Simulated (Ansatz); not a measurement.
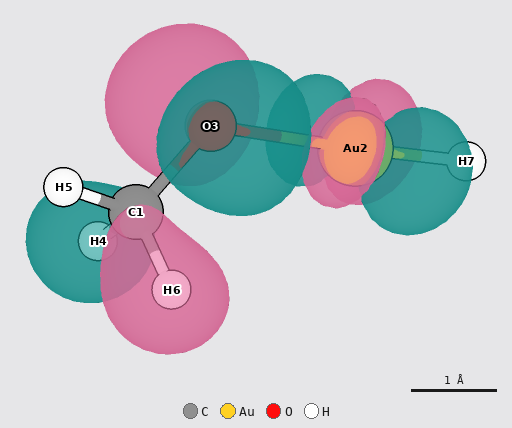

Figure. CH4AuO (charge −1). The HOMO at ±0.1 Å⁻³ᐟ² (teal and pink are the two phases), seen at a tilt.

Geometry: PBE0-D3(BJ)/def2-SVPD; core potentials replace the inner electrons of Au.

Level of theory: isolated molecule in a Gaussian basis; Kohn-Sham density functional theory, functional PBE0 (Ansatz).

Input

```
crystal:
  periodic: [false, false, false]
  atoms:
    - {symbol: C, position_ang: [-1.568165, -1.396605, -0.998415]}
    - {symbol: Au, position_ang: [0.470565, 0.749853, -0.475379]}
    - {symbol: O, position_ang: [-1.430269, -0.109958, -0.562258]}
    - {symbol: H, position_ang: [-1.218064, -1.570423, -2.047369]}
    - {symbol: H, position_ang: [-2.640831, -1.712644, -0.986161]}
    - {symbol: H, position_ang: [-1.026410, -2.156235, -0.379943]}
    - {symbol: H, position_ang: [1.890648, 1.446874, -0.391119]}
basis:
  gaussian: {orbitals: def2-TZVPD}
total_charge: -1
hamiltonian: {xc: pbe0}
output: {forces: true, orbitals: {seedname: orbitals}}
```

Launched as:

```sh
ansatz run input.yaml --threads 2 --pin off --max-ram 4350MiB --events-out events.jsonl --progress --plain --runs-dir runs
```

Q: What is the character of this orbital?

A: It lies mainly on O3 (about 55 %), Au2 (about 20 %) and C1 (about 10 %). Its energy is −1.27 eV.
